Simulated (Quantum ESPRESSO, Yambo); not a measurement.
# A GW chain in Yambo: InP (F-43m), part 3 of 3

How does a plane-wave GW calculation on InP (F-43m) run from the first input to the gap?

Quantum ESPRESSO 7.5 and Yambo 5.3.0; PBE and many-body steps on it, plane waves. Known limits of the many-body steps: not at the basis limit; exchange with frozen shells missing; no spin-orbit coupling; coarse k mesh.

So far. Step 3 (Bands along the symmetry lines): The gap is 0.709 eV, as in the run before at this level. Step 4 (Empty states on the mesh, 4×4×4 mesh, 332 bands): On this mesh the gap is 0.709 eV.

The database entry behind the starting cell differs from later determinations by our own check (0.1 to 0.3 % short, probably kX units), so it need not match the best structure at ambient conditions.

### 6. Screening and self-energy, 4×4×4 mesh, 332 bands, screening to 217.7 eV

Now the one-shot GW correction: screening in the RPA, then the self-energy of the levels asked for.

This step: G0W0 on PBE, plane waves, norm-conserving pseudopotentials.

The input, gw3.in:

```
HF_and_locXC
gw0
dyson
ppa
em1d
rim_cut
RandQpts= 1000000
RandGvec= 1 RL
EXXRLvcs= 62 Ry
VXCRLvcs= 248 Ry
Chimod= "HARTREE"
% BndsRnXp
 1 | 332 |
%
NGsBlkXp= 16 Ry
% LongDrXp
 1 | 1 | 1 |
%
% GbndRnge
 1 | 332 |
%
DysSolver= "n"
ExtendOut
PPAPntXp= 27.21138 eV
% QPkrange
 1 | 1 | 8 | 11 |
%
```

Launch:

```bash
$ OMP_NUM_THREADS=1 mpirun -n 4 yambo -F gw3.in -J gw3 -C gw3 > gw3.log
```

Log:

```text
 Yambo, version 5.3.0

 [02] CORE Variables Setup
 =========================

  [... cell, symmetries and grids as in the set-up ...]

  [02.05] Energies & Occupations
  ==============================

  [X] === General ===
  [X] Electronic Temperature                        :  0.000000  0.000000 [eV K]
  [X] Bosonic    Temperature                        :  0.000000  0.000000 [eV K]
  [X] Finite Temperature mode                       : no
  [X] El. density                                   :  0.35762E+24 [cm-3]
  [X] Fermi Level                                   :  7.148157 [eV]

  [X] === Gaps and Widths ===
  [X] Conduction Band Min                           :  0.709393 [eV]
  [X] Valence Band Max                              :  0.000000 [eV]
  [X] Filled Bands                                  :   9
  [X] Empty Bands                                   :    10   332
  [X] Direct Gap                                    :  0.709393 [eV]
  [X] Direct Gap localized at k                     :  1
  [X] Indirect Gap                                  :  0.709393 [eV]
  [X] Indirect Gap between kpts                     :  1  1
  [X] Last valence band width                       :  2.910625 [eV]
  [X] 1st conduction band width                     :  3.585714 [eV]

 [03] Transferred momenta grid and indexing
 ==========================================

 IBZ Q-points                                      :   8
 BZ  Q-points                                      :   64

 K/Q-points units:
 rlu = crystal or reduced units; cc = cartesian coordinates; iku = interal k-units

 Q [1]          [rlu]:  0.000000  0.000000  0.000000
 Q [2]          [rlu]:  0.54193E-16  0.26437E-16  0.25000
 Q [3]          [rlu]: -0.10839E-15 -0.52875E-16 -0.50000
 Q [4]          [rlu]:  0.87374E-19  0.25000      0.25000
 Q [5]          [rlu]:  0.23853E-16  0.25000      0.50000
 Q [6]          [rlu]:  0.44978E-16  0.25000     -0.25000
 Q [7]          [rlu]: -0.17475E-18 -0.50000     -0.50000
 Q [8]          [rlu]:  0.250000 -0.500000 -0.250000

 [04] Coloumb potential Random Integration (RIM)
 ===============================================

  [04.01] RIM initialization
  ==========================

  * Diagonal components only detected *

  8 x (sBL volume)        :  0.091285 [a.u.]
  sBZ random points       :  1000000
  Points outside the sBZ  :   7999624
  RL volume               :  0.730277 [a.u.]
  Integrated volume       :  0.730312 [a.u.]

  [04.02] RIM integrals
  =====================

  Gamma point sphere radius             :  0.081674 [a.u.]
  Points outside the sphere             :   799635
  [Int_sBZ(q=0) 1/q^2]*(Vol_sBZ)^(-1/3) =:  7.763403
                                 should be <:  7.795600

  Summary of Coulomb integrals for non-metallic bands |Q|[au] RIM/Bare

  Q [1] 0.100000E-4 0.995870 * Q [2] 0.245646 1.064378
  Q [4] 0.283648 1.062979 * Q [6] 0.401138 1.025806
  Q [5] 0.470377 1.018843 * Q [3] 0.491292 1.016674
  Q [7] 0.567295 1.013309 * Q [8] 0.634256 1.010147

 [05] Dipoles
 ============

  [05.01] Setup: observables and procedures
  =========================================

 [06] Dynamic Dielectric Matrix (PPA)
 ====================================

 [WR./gw3//ndb.pp]---------------------------------------------------------------
  Brillouin Zone Q/K grids (IBZ/BZ)                :    8   64    8   64
  RL vectors                                       :   3479 [WF]
  Coulomb cutoff potential                         : none
  Electronic Temperature                           :  0.000000 [K]
  Bosonic    Temperature                           :  0.000000 [K]
  PPA    diel. fun.  energies                      : Perdew, Burke & Ernzerhof(X)+Perdew, Burke & Ernzerhof(C)
  wavefunctions                                    : Perdew, Burke & Ernzerhof(X)+Perdew, Burke & Ernzerhof(C)
  Global Gauge                                     : length
  X matrix size                                    :   387
  X band range                                     :     1   332
  X e/h energy range                               : -1.000000 -1.000000 [eV]
  X Time ordering                                  : R
  X Hxc Kernel                                     : HARTREE
  X Drude frequency                                :  0.000000  0.000000
  X poles                                          :  100.0000 [o/o]
  RL vectors in the sum                            :   3479
  [r,Vnl] included                                 : yes
  Field direction                                  :  0.577350E-5  0.577350E-5  0.577350E-5
  BZ energy Double Grid                            : no
  BZ energy DbGd points                            : 0
  BZ Q point size factor                           : -1.000000
  X Optical Averaged directions                    : none

 [07] Local Exchange-Correlation + Non-Local Fock
 ================================================

 [VXC] Plane waves :  22227
 [EXS] Plane waves :  2837

 QP @ state[ 1 ] K range:  1  1
 QP @ state[ 1 ] b range:   8  11

 [xc] Functional : Perdew, Burke & Ernzerhof(X)+Perdew, Burke & Ernzerhof(C)
 [xc] LIBXC used to calculate xc functional
  PP Number of Atomic Species                      :  2
  NLCC RL compoments                               :  22227
  PP Number of Atomic Species                      :  2
  NLCC RL compoments                               :  22227

 [xc] E_xc :  -9.123540 [Ha]
      E_xc :  -18.24708 [Ry]

  Local XC kind (lXC) : Perdew, Burke & Ernzerhof(X)+Perdew, Burke & Ernzerhof(C)
  Non-Local XC kind (nlXC) : Hartree-Fock

  Corrections @ K [1] :  [eV]
 <8|nlXC|8> = -14.09355 -0.68615E-17 <8|lXC|8> = -12.52831  0.000000
 <9|nlXC|9> = -14.09363 -0.78325E-17 <9|lXC|9> = -12.52831  0.000000
 <10|nlXC|10> = -7.566941  0.14123E-17 <10|lXC|10> = -11.29083  0.000000
 <11|nlXC|11> = -6.418432 -0.16616E-17 <11|lXC|11> = -10.21593  0.000000

 [08] Dyson equation: Newton solver
 ==================================

  [08.01] G0W0 (W PPA)
  ====================

  [  GW  ] Bands range     :     1   332
  [GW/PPA] G damping       :  0.100000 [eV]

  QP @ state[ 1 ] K range:  1  1
  QP @ state[ 1 ] b range:   8  11

   Sc/G bands                                       :     1   332
   Sc/G damping                                     :  0.100000 ev
   Sc bands terminator                              : no
   Sx RL components                                 :  2837

   QP @ state[ 1 ] K range                          :  1  1
   QP @ state[ 1 ] b range                          :   8  11
   GF energies kind                                 : Perdew, Burke & Ernzerhof(X)+Perdew, Burke & Ernzerhof(C)
   GF WF`s kind                                     : Perdew, Burke & Ernzerhof(X)+Perdew, Burke & Ernzerhof(C)
   Xs energies kind                                 : Perdew, Burke & Ernzerhof(X)+Perdew, Burke & Ernzerhof(C)
   Xs WF`s kind                                     : Perdew, Burke & Ernzerhof(X)+Perdew, Burke & Ernzerhof(C)

 [11] Game Over & Game summary
```

Run time: 5.2 min. Hardware: 4 MPI ranks of Arm Neoverse V1, shared host; peak memory 1.9 GiB; 21 min of CPU time.

This step gave:

| Property | Result |
| --- | --- |
| G0W0 gap on the points computed | 1.079 eV |
| starting gap on the mesh | 0.7094 eV |
| k of the valence top | 0, 0, 0 |
| k of the conduction bottom | 0, 0, 0 |
| least direct G0W0 gap on the computed points | 1.079 eV |
| Z at the valence top | 0.7813 |
| Z at the conduction bottom | 0.7930 |

The gap on the mesh goes from 0.71 eV to 1.08 eV, a correction of +0.37 eV.

Limits: finite bands, cutoff and mesh; exchange with frozen shells missing; no spin-orbit coupling; coarse k mesh. v1 is the top filled band, c1 the lowest empty one. Levels before and after the correction, in eV, zero at the valence-band top of each column:

|  | conduction bottom | valence top |
| --- | --- | --- |
| Kohn-Sham | 0.71 | 0.00 |
| G0W0 | 1.08 | 0.00 |

|  | level | energy (eV) |
| --- | --- | --- |
| Kohn-Sham | Γ v2-v1 | 0.000 |
| Kohn-Sham | Γ c1 | 0.709 |
| Kohn-Sham | Γ c2 | 4.088 |
| G0W0 | Γ v2-v1 | 0.000 |
| G0W0 | Γ c1 | 1.079 |
| G0W0 | Γ c2 | 4.435 |

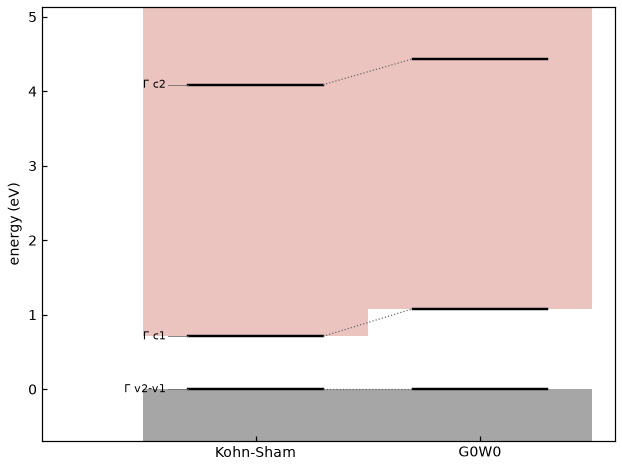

Levels before and after the correction. Shaded: valence and conduction bands.

### 7. Where the time went

Times are wall times on the hardware named with each run, good to a factor of about two.

| step | time | share | memory (GiB) |
| --- | --- | --- | --- |
| ground state | 4 s | 1 % | 0.22 |
| bands along the symmetry lines | 4 s | 1 % | 0.19 |
| empty states on the mesh | 29 s | 8 % | 0.55 |
| conversion and set-up | 2.5 s | 1 % | 0.24 |
| screening and self-energy | 5.2 min | 89 % | 1.9 |

### 8. Summary of results

```yaml
pbe_gap: 0.71 eV, direct
g0w0_gap_on_the_mesh: 1.08 eV
gw_settings: 4×4×4 mesh, 332 bands, screening to 217.7 eV, Godby-Needs plasmon pole
known_limits: not at the basis limit; exchange with frozen shells missing; no spin-orbit coupling; coarse k mesh
```

What this shows: G0W0 moves the gap on the mesh from 0.71 eV to 1.08 eV (+0.37 eV), with Z of 0.78 and 0.79 at the edges. Only 1 of the mesh's irreducible points was corrected, so a valley elsewhere could overtake. The dearest step here is «screening and self-energy». Bands and cutoff are finite, so the gap is not at the basis limit. The miss can reach some tenths of an eV and take either sign; the mesh is an error of its own. In the G0W0 run levels were corrected at 1 k point alone, so a gap called «on the mesh» is the least over those, and an edge elsewhere would be missed. The 4×4×4 mesh is coarse for this cell, which bears on the long-range parts of exchange and screening. The norm-conserving file of at least one element keeps a d shell over frozen s and p shells of the same row. Exchange with those shells is missing from the self-energy, an error of 0.3 to 0.9 eV in cases checked, whose sign depends on which edge lies on those atoms. The many-body steps are scalar-relativistic: spin-orbit coupling is not in them.

[Paths, hosts, dates, memory and timing lines, banners, echoed tables and standing remarks are left out of the program output.]

[Logs are printed without paths, hosts, clocks, repeated set-up lines and the standing remarks that a program may print on its own settings, such as how far it seeks lower states.]

[Runs of the session that timed out or met a known fault of the program may be left out.]

[Hosts, paths, dates, database ids (printed as entryN), source tags and the programs' standing remarks are cut or masked in the printed files.]
